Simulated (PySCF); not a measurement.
Potential energy surface of H2N (anion, charge -1), singlet: map of symmetric stretch and bend. Scanned: N-H bond length and H-N-H angle.

Cartesian coordinates as functions of the variables (Å; names that start with a are angles):
```
N  0  0  0
H  r*sin(a/2)  0  r*cos(a/2)
H  -r*sin(a/2)  0  r*cos(a/2)
```

Computed with CCSD on RHF/aug-cc-pVDZ, 1 core orbital frozen in PySCF.

Energy in kJ/mol above the lowest grid point; x is the N-H bond length (Å), y the H-N-H angle (°).

```
y \ x   0.88   0.93   0.98   1.03   1.08   1.13   1.18   1.24   1.29   1.34   1.39
-----  -----  -----  -----  -----  -----  -----  -----  -----  -----  -----  -----
180    225.5  165.9  144.3  150.4  176.5  216.9  266.8  334.9  395.2  456.8  518.1
170    220.9  160.7  138.3  143.6  168.6  207.5  255.4  319.4  374.0  425.5  469.7
160    207.8  146.0  121.8  124.8  147.1  182.5  226.0  283.4  331.4  376.5  417.2
150    188.9  124.9   98.1   98.1  117.0  148.6  188.0  240.2  284.4  327.1  367.1
140    167.7  101.1   71.5   68.5   84.1  112.3  148.5  197.4  239.7  281.5  321.7
130    148.3   78.8   46.4   40.4   53.2   78.7  112.5  159.1  200.4  241.9  282.6
120    134.2   61.9   26.5   17.8   28.0   51.2   83.0  128.0  168.5  209.9  251.1
110    128.9   53.4   15.0    3.5   11.2   32.2   62.3  105.8  145.5  186.7  228.0
100    135.1   56.1   14.5    0.0    5.0   23.8   52.0   93.7  132.4  173.0  214.1
90     155.1   72.3   27.0    9.2   11.2   27.3   53.2   92.8  130.1  169.6  210.0
80     191.2  104.1   54.7   32.9   31.3   44.1   67.1  103.8  139.1  177.0  216.1
70     246.8  154.2   99.6   73.1   67.0   75.7   95.0  127.7  160.2  195.5  232.5
```

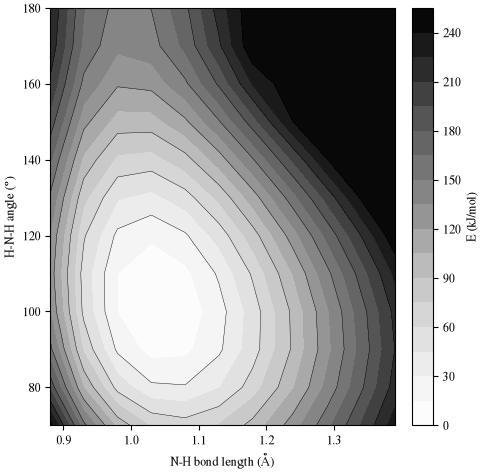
Energy surface, cut off at 253 kJ/mol.

Points that lie below all their neighbours on the grid: x = 1.03, y = 100 (0.0 kJ/mol).
